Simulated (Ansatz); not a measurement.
Input file:

```
crystal:
  periodic: [false, false, false]
  atoms:
    - {symbol: C, position_ang: [-1.975468, 0.195755, -1.951700]}
    - {symbol: O, position_ang: [-1.213432, 0.001984, -0.802670]}
    - {symbol: Mo, position_ang: [0.335189, 0.548265, -0.032739]}
    - {symbol: F, position_ang: [-0.399148, 1.016776, 1.628223]}
    - {symbol: Cl, position_ang: [1.305764, 0.045934, -2.072307]}
    - {symbol: Cl, position_ang: [-0.239860, 2.705959, -0.648749]}
    - {symbol: Cl, position_ang: [2.398566, 1.395207, 0.592224]}
    - {symbol: O, position_ang: [0.773648, -0.993299, 0.821391]}
    - {symbol: C, position_ang: [1.272940, -1.363154, 2.070621]}
    - {symbol: H, position_ang: [-1.377690, -0.113170, -2.817027]}
    - {symbol: H, position_ang: [-2.883329, -0.404748, -1.878697]}
    - {symbol: H, position_ang: [-2.217070, 1.260682, -2.038378]}
    - {symbol: H, position_ang: [0.654806, -0.899276, 2.846281]}
    - {symbol: H, position_ang: [2.301538, -0.997136, 2.159279]}
    - {symbol: H, position_ang: [1.241647, -2.450477, 2.153647]}
basis:
  gaussian: {orbitals: def2-TZVPP}
hamiltonian: {xc: pbe0, dispersion: d4}
output: {orbitals: {seedname: orbitals}}
```

Run with:

```sh
ansatz run in.yaml --threads 4 --pin off --events-out ev --progress --plain --max-ram 46080MiB --backend cuda --devices 0, --max-vram 37GiB
```

Geometry: PBE0-D4/def2-TZVP; core potentials replace the inner electrons of Mo.

The calculation used RKS PBE0-D4/def2-TZVPP in Ansatz 0.2.0.

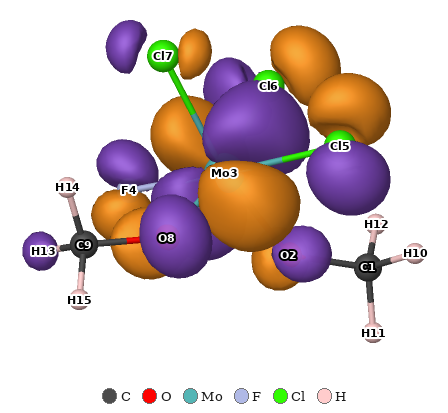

C₂H₆Cl₃FMoO₂ (SMILES C[O][Mo]([F])([Cl])([Cl])([Cl])[O]C). The LUMO at ±0.1 Å⁻³ᐟ² (orange and purple are the two phases), seen at a tilt.

Q: Where does this orbital lie, and at what energy?

A: By Hirshfeld shares it lies mainly on Mo3 (about 60 %), Cl5 (about 10 %), O8 (about 10 %) and Cl6 (about 10 %). Its energy is −4.33 eV.
